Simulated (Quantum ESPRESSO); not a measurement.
Consider As (Pm-3m).

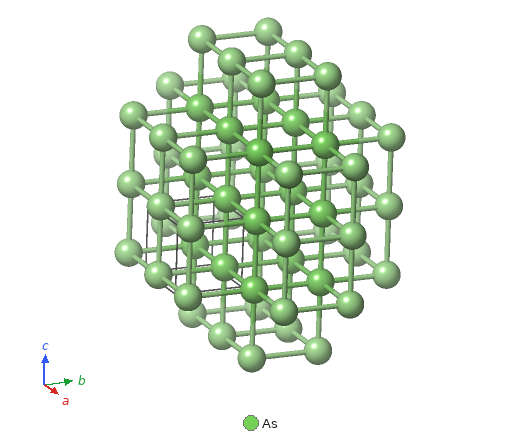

The structure (arsenic green). 3×2×3 cells are drawn. Some periodic images of atoms are drawn too.

```xyz
1
Lattice="2.7037 0.0000 0.0000 0.0000 2.7037 0.0000 0.0000 0.0000 2.7037" Properties=species:S:1:pos:R:3 pbc="T T T"
As    1.3518    1.3518    1.3518
```

Absorber: atom 1, with 6 As at 2.70 Å (octahedral, site symmetry m-3m). Method: Quantum ESPRESSO XSpectra, LDA, excited-electron core hole (neutral cell), 8-atom cell with 5.4 Å between holes, 5×5×5 k points, dipole transitions, Lorentzian half width 1.07 eV up to 4 eV, rising linearly to 1.75 eV at 25 eV (not a setting of the program: the run's 0.4 eV curve was folded afterwards with a further Lorentzian).

This is not the structure that As takes at ambient pressure and room temperature (space group No. 166); it is a model or a phase of other conditions.

What does the As K edge look like?

Main maxima up to 30 eV above the zero (height): 3.8 eV (1.99), 12.1 eV (0.82) and 21.0 eV (0.88). A K edge sees empty p states on the absorber. 

The As K spectrum (energy from the energy zero of the input (xe0, at the border of filled and empty states); intensity scaled to a mean of 1 over the first 20 eV; folded afterwards to Lorentzian half width 1.07 eV up to 4 eV, rising linearly to 1.75 eV at 25 eV; the points at xe0, where the cut of filled states can leave a spike, are interpolated):

```csv
E (eV),intensity
-2.0,0.24
-0.5,0.56
1.0,1.16
2.5,1.81
4.0,1.95
5.5,1.26
7.0,0.78
8.5,0.61
10.0,0.63
11.5,0.80
13.0,0.80
14.5,0.80
16.0,0.83
17.5,0.84
19.0,0.83
20.5,0.87
22.0,0.86
23.5,0.82
25.0,0.80
26.5,0.81
28.0,0.82
29.5,0.83
31.0,0.84
```

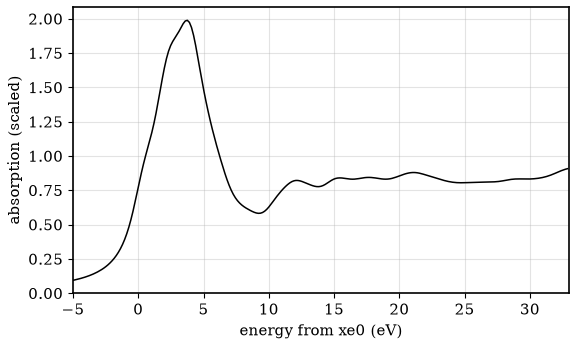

The As K edge.

The primitive cell holds an odd number of electrons, so a spin-paired run has to come out metallic; that is right for a metal, but some such compounds are magnetic or distorted insulators. The holes are only 5.4 Å apart, so the shape is probably not converged with cell size; no larger cell was run here. The structure is a computed Materials Project entry and may be a hypothetical form.

[Banner, clock and machine lines of the logs are left out without a mark of their own.]

[Logs are printed without paths, hosts, clocks, repeated set-up lines and the standing remarks that a program may print on its own settings, such as how far it seeks lower states.]

[Hosts, paths, dates, database ids (printed as entryN), source tags and the programs' standing remarks are cut or masked in the printed files.]

[Lists of maxima count a maximum above −3 eV only where it reaches 4 % of the highest in the window and stands out from its surroundings by 2 % of it (1.5 % where it reaches 55 %); shoulders and weaker maxima are passed over, and of the rest the first, up to two pre-edge ones and the few strongest are named.]
